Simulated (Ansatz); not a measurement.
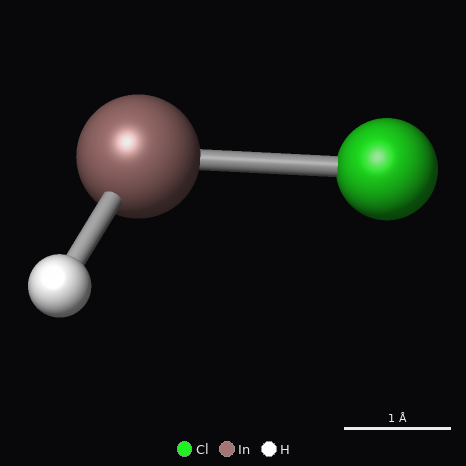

The picture shows a molecular structure as a ball-and-stick model.

State: neutral, doublet.

Description:

It has 3 atoms: 1 chlorine, 1 hydrogen and 1 indium (ClHIn). SMILES: `[Cl][InH]`. It is an open-shell species. Coordination: 1 In bent.

More results for the same structure follow; atom numbers are the same in all pictures, views and colours differ. The computed structure is the end point of a PBE0-D4/def2-TZVP optimisation.

**Geometry**

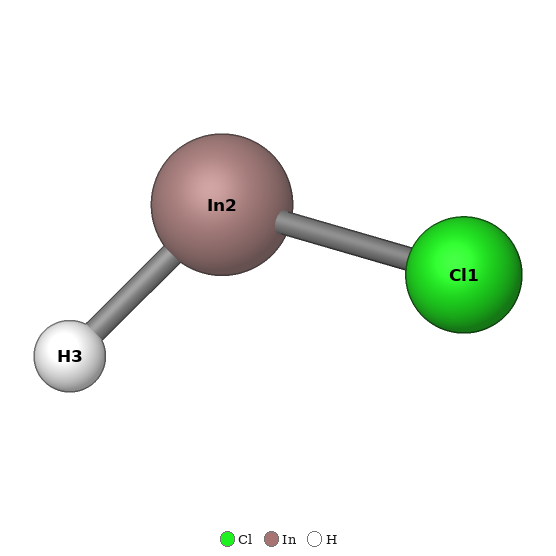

Numbered structure.

Give these bond angles: Cl1–In2–H3.

```
     angle  degrees
Cl1–In2–H3    115.3
```

**Dipole moment**

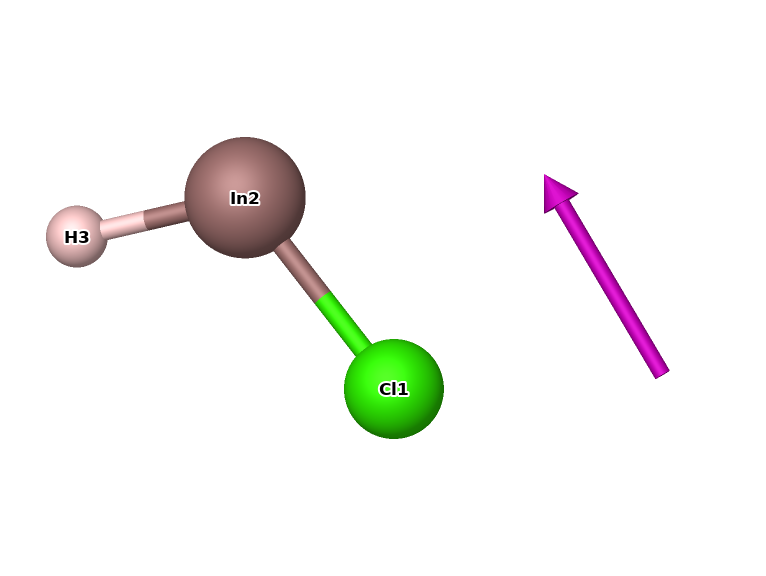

The arrow beside the molecule shows the direction of the dipole moment, from the negative to the positive end (its length means nothing). Properties computed with UKS B3LYP-D4/def2-TZVPP, core potentials on In (Ansatz 0.2.0).

Question: How large is the dipole moment?

Answer: 2.79 D; it points from the side of Cl1 to the side of H3 (the outermost atoms at the two ends).

**Vibrations**

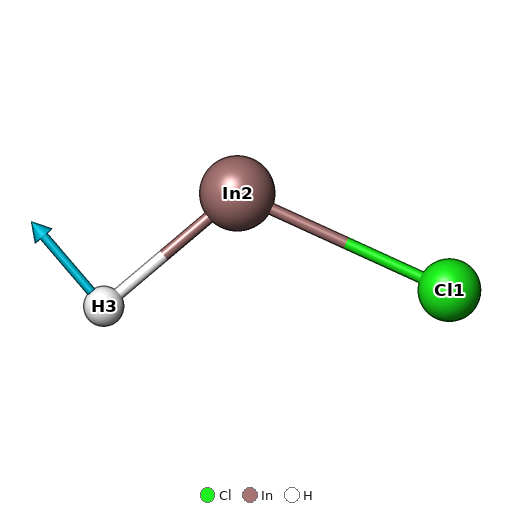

The arrows show one normal mode. Harmonic vibrations computed with UKS PBE0-D4/def2-TZVP, core potentials on In (Ansatz 0.2.0) at a stationary point of the same level.

Question: What kind of motion is it?

Answer: Mostly Cl–In–H bending.

Question: At what wavenumber does it lie?

Answer: 411 cm⁻¹; it is mode 2 of 3 counted from the lowest.

**Charges**

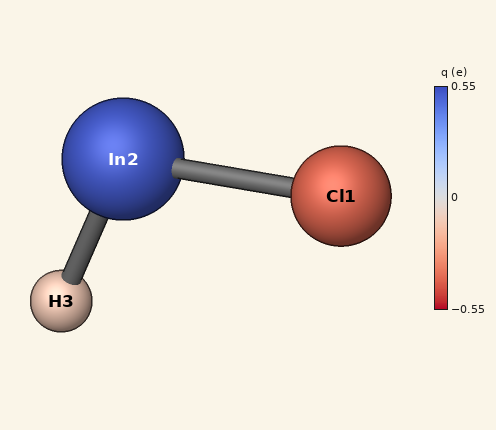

Atoms are coloured by their Mulliken charges. Level of theory: UKS B3LYP-D4/def2-TZVPP, core potentials on In (Ansatz 0.2.0).

Give the Mulliken charges atom by atom.

| atom | value (e) |
| --- | --- |
| Cl1 | −0.40 |
| In2 | 0.51 |
| H3 | −0.11 |

Mulliken values depend strongly on the basis set and can even reverse the polarity of a bond.
